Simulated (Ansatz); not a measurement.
BH₃OClF: several calculations on one system

### Relaxation

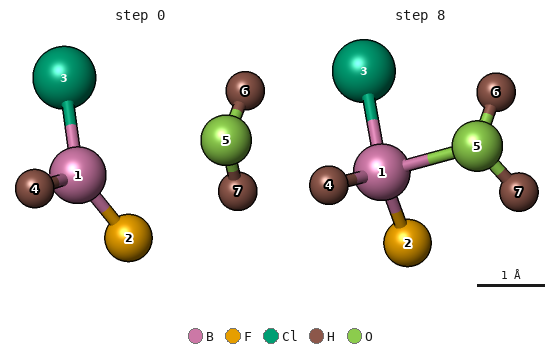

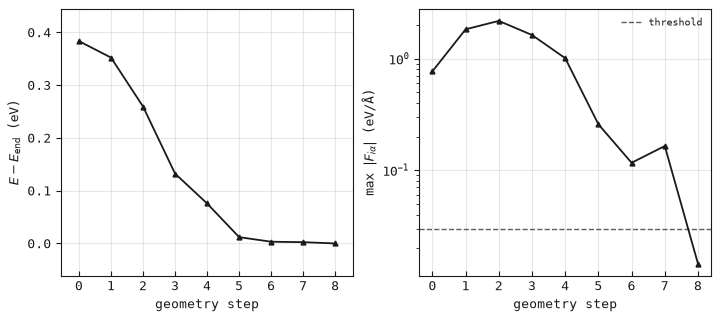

First and last geometry of a relaxation of BH$_{3}$OClF, with the history of the run. A ball-and-stick model, seen at a tilt.

The run prepares an end point of a later path (reaction) calculation, from a guessed geometry.

These are results of Ansatz 0.2.0, RKS PBE0/def2-SVP, not measurements. Settings: no spin polarisation; force threshold 0.03 eV/Å; at most 50 steps.

### Did the run converge, and what did it change?

It converged. The energy falls by 0.383 eV in 8 geometry steps. The largest force component goes from 0.77 to 0.015 eV/Å. The largest move after the best rigid fit is that of O5, 0.51 Å. Largest moves by element: O 0.51 Å, H 0.47 Å, B 0.41 Å, Cl 0.34 Å, F 0.09 Å. Near-neighbour distances that change, for instance: B1–O5 2.602 → 1.689 Å, B1–Cl3 1.755 → 1.838 Å, B1–F2 1.323 → 1.360 Å, O5–H7 0.983 → 0.971 Å. New bonds form, among them: B1–O5 (2.60 → 1.69 Å). Among the angles between lasting bonds that change: Cl3–B1–H4 121.1° → 115.4°, H6–O5–H7 103.0° → 107.0°, F2–B1–Cl3 117.6° → 113.9°.

```json
{"step": "0", "E − E(0), eV": "0.0000", "largest force component, eV/Å": "0.7702"}
{"step": "1", "E − E(0), eV": "-0.0312", "largest force component, eV/Å": "1.8321"}
{"step": "2", "E − E(0), eV": "-0.1239", "largest force component, eV/Å": "2.1791"}
{"step": "3", "E − E(0), eV": "-0.2511", "largest force component, eV/Å": "1.6283"}
{"step": "4", "E − E(0), eV": "-0.3077", "largest force component, eV/Å": "1.0091"}
{"step": "5", "E − E(0), eV": "-0.3715", "largest force component, eV/Å": "0.2580"}
{"step": "6", "E − E(0), eV": "-0.3802", "largest force component, eV/Å": "0.1166"}
{"step": "7", "E − E(0), eV": "-0.3810", "largest force component, eV/Å": "0.1648"}
{"step": "8", "E − E(0), eV": "-0.3835", "largest force component, eV/Å": "0.0145"}
```

### Relaxation

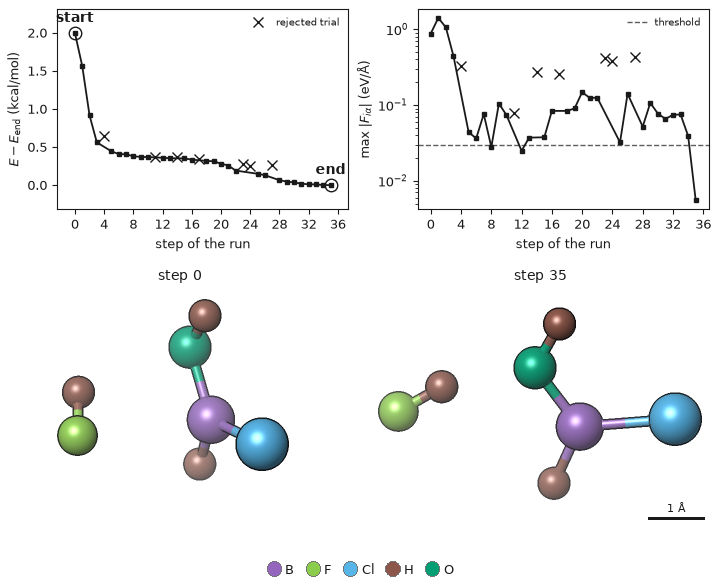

First and last geometry of a relaxation of BH₃OClF, with the history of the run. Style: ball-and-stick. Shown face on.

The run prepares an end point of a later path (reaction) calculation, from a guessed geometry.

Theory: RKS PBE0/def2-SVP in Ansatz 0.2.0. Set-up: no spin polarisation; force threshold 0.03 eV/Å; at most 50 steps.

**Did the run converge, and what did it change?**

It converged. Over 28 accepted moves (35 points after the start) the energy falls by 2.00 kcal/mol. Largest force component: 0.88 eV/Å at the start, 0.0055 eV/Å at the end. The line search rejected the trial steps at points 4, 11, 14, 17, 23, 24, 27 of the run. The forces were under the threshold at step 8, but the run went on from there. The atom that moves furthest after the best rigid fit is the Cl atom (1.37 Å). Largest moves by element: Cl 1.37 Å, F 1.17 Å, H 0.78 Å, O 0.78 Å, B 0.31 Å. Some distances before and after: B–O 1.378 → 1.351 Å, F–H 0.925 → 0.931 Å, B–Cl 1.762 → 1.757 Å. Bond angles that change, for instance: B–O–H 112.0° → 114.9°. The run took 100 s on 1 thread of Intel(R) Xeon(R) Platinum 8259CL CPU @ 2.50GHz (Skylake/Cascade Lake), on a shared host, peak memory 0.18 GiB.

Limits of the set-up: the start holds two separate molecules, 2.2 Å apart at their closest, whose relative position is a soft coordinate and is computed without a dispersion correction.

### Path

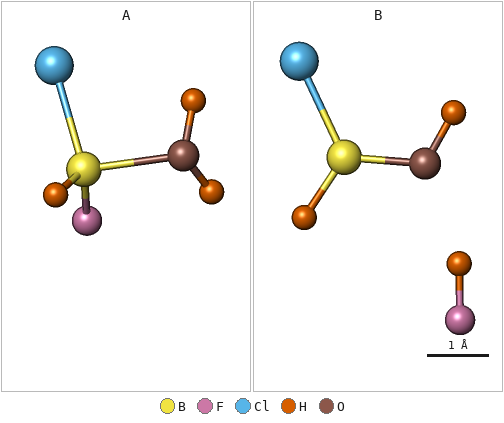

The two relaxed end points of a path for BH₃OClF. Style: ball-and-stick. Shown face on.

These are results of Ansatz, RKS PBE0/def2-SVP, not measurements.

Run with 9 movable images; climbing image; force threshold 0.05 eV/Å; iteration limit 60.

Start:
```xyz
7

B     0.0234    0.0543    0.1532
F    -0.1213   -0.6937    1.2795
Cl    1.6199   -0.2145   -0.7177
H    -0.9408    0.1780   -0.5606
O     0.2945    1.5861    0.8122
H     1.2445    1.7327    0.6567
H     0.1769    1.4833    1.7705
```

End:
```xyz
7

B     0.4940    0.2960   -0.3731
F    -1.1238    0.4167    2.5112
Cl    1.5710    0.4056   -1.7575
H    -0.4460   -0.4462   -0.3834
O     0.7226    1.0568    0.7201
H     1.4967    1.6313    0.6605
H    -0.4173    0.7660    2.0160
```

Question: Predict the minimum-energy path and its barrier.

Answer: The energy climbs by 92.4 kJ/mol to image 3 and then falls by 53.4 kJ/mol, so the end point sits at +39.1 kJ/mol. Breaking: B1–F2 (1.36 → 1.65 at the top → 3.31 Å), O5–H7 (0.97 → 1.29 at the top → 1.75 Å). Forming: F2–H7 (2.25 → 1.10 at the top → 0.93 Å). The band converged in 17 iterations. The largest component of the band force went from 8.5 to 0.027 eV/Å. The climbing image converged on the top of the path. Its vibrational analysis gives one imaginary mode (899i cm⁻¹), as a transition state must have.

Energies of the converged images:

```csv
image,path (Å),E (kJ/mol)
0,0.00,0.0
1,0.34,7.4
2,0.68,46.5
3,1.02,92.4
4,1.47,61.1
5,1.92,43.8
6,2.37,40.8
7,2.82,40.5
8,3.27,40.0
9,3.72,39.4
10,4.16,39.1
```

The geometry at the top of the path:

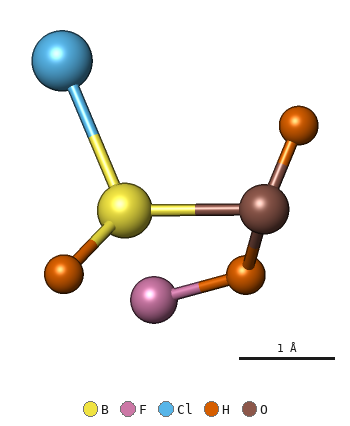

Cost: 6.6 min on 1 thread of Intel(R) Xeon(R) Platinum 8259CL CPU @ 2.50GHz (Skylake/Cascade Lake) (shared host), peak memory 0.19 GiB.
